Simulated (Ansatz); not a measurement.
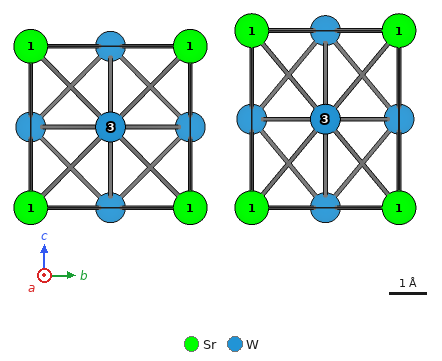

Two geometries of crystalline SrW₃ (a generated structure, set up in P4/mmm) (coarse preliminary run), drawn at one scale. One is the start of a relaxation, the other its converged end. The picture is a ball-and-stick view of the cell of the calculation, seen along the a axis.

These are results of Ansatz 0.2.0, DFT PBE, scalar-relativistic, plane waves, PAW, not measurements. Settings: plane-wave cutoff 420 eV; k-point mesh 4 × 4 × 4; occupations gaussian; smearing width 0.1 eV; no spin polarisation; cell and atoms relaxed; force threshold 0.04 eV/Å; at most 70 steps.

### Which geometry has the lower energy?

The right one is the relaxed one. The energy falls by 55.9 meV per atom in 9 accepted moves (11 points after the start). All forces vanish by symmetry, so only the cell relaxes. Pressure: −7.13 GPa at the start and 0.11 GPa at the end. The line search rejected the trial step at point 1 of the run. The SCF was repeated once at an unchanged geometry on a basis and grid sized afresh for the cell, which shifted the energy by 0.1 meV per atom at most. No atom moves by more than 0.005 Å relative to the cell. The volume changes by −6.5 %, with a = b 4.340 → 4.007 Å (−7.7 %), c 4.391 → 4.819 Å (+9.7 %). Some distances before and after: W–W 3.069 → 2.833 Å, Sr–W 3.069 → 2.833 Å, Sr–W 3.087 → 3.133 Å, W–W 3.087 → 3.133 Å. The space group stays P4/mmm (No. 123).
